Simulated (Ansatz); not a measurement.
# CoH4: the cost of one run

Computed with Ansatz 0.2.0 (DFT PBE, scalar-relativistic, plane waves, PAW, unless a step's input says otherwise).

### 1 The system as given

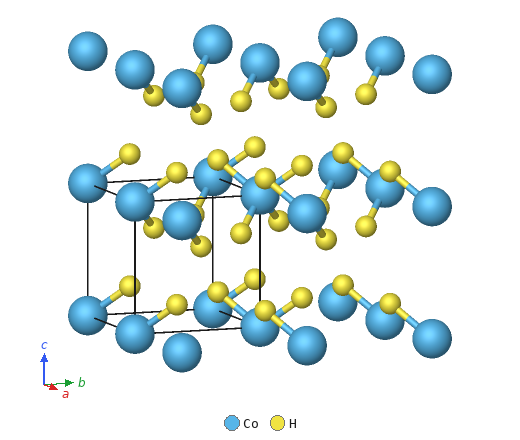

The starting structure, seen slightly off an axis (cobalt blue, hydrogen yellow). 2×2×2 cells are drawn. Atoms on the faces are drawn again on the opposite ones.

Coordinates:

```cif
data_structure
_symmetry_space_group_name_H-M 'P-43m'
_symmetry_Int_Tables_number 215
_cell_length_a 3.7058
_cell_length_b 3.7058
_cell_length_c 3.7058
_cell_angle_alpha 90.000
_cell_angle_beta 90.000
_cell_angle_gamma 90.000
_cell_volume 50.89
loop_
_atom_site_label
_atom_site_type_symbol
_atom_site_symmetry_multiplicity
_atom_site_Wyckoff_symbol
_atom_site_fract_x
_atom_site_fract_y
_atom_site_fract_z
_atom_site_occupancy
Co1 Co 1 a 0.00000 0.00000 0.00000 1
H1 H 4 e 0.24378 0.75622 0.75622 1
```

Recipe of the guess: species swapped into a database cell of SnI4 (P-43m, No. 215), with Co on the Sn sites and H on the I sites. Lengths come from tabulated atomic sizes and are only a guess.

### 2 The guess as it stands, on a coarse mesh

File input.yaml:

```yaml
crystal:
  lattice:
    - [3.70580692, 0.0, 0.0]
    - [0.0, 3.70580692, 0.0]
    - [0.0, 0.0, 3.70580692]
  atoms:
    - { symbol: Co, position: [0.0, 0.0, 0.0], spin: 3.0 }
    - { symbol: H, position: [0.24378108, 0.75621892, 0.75621892] }
    - { symbol: H, position: [0.75621892, 0.24378108, 0.75621892] }
    - { symbol: H, position: [0.75621892, 0.75621892, 0.24378108] }
    - { symbol: H, position: [0.24378108, 0.24378108, 0.24378108] }
basis:
  ecutwfc: 420
kpoints:
  mp_grid: { grid: [6, 6, 6] }
hamiltonian:
  xc: pbe
scf:
  occupations: { method: gaussian, width: 0.1 }
  lower_state_search: "off"
output:
  forces: true
  stress: true
  eigenvalues: true
  populations: true
magnetization:
  spin_polarized: true
```

Launch:

```bash
ansatz run input.yaml --threads 1 --pin off --max-ram 2048MiB --backend cpu --events-out ev --progress --plain --runs-dir out
```

What time and memory should one allow on 1 thread of Arm Neoverse V2, shared host?

About 5.8 s, with a peak of 0.3 GiB.
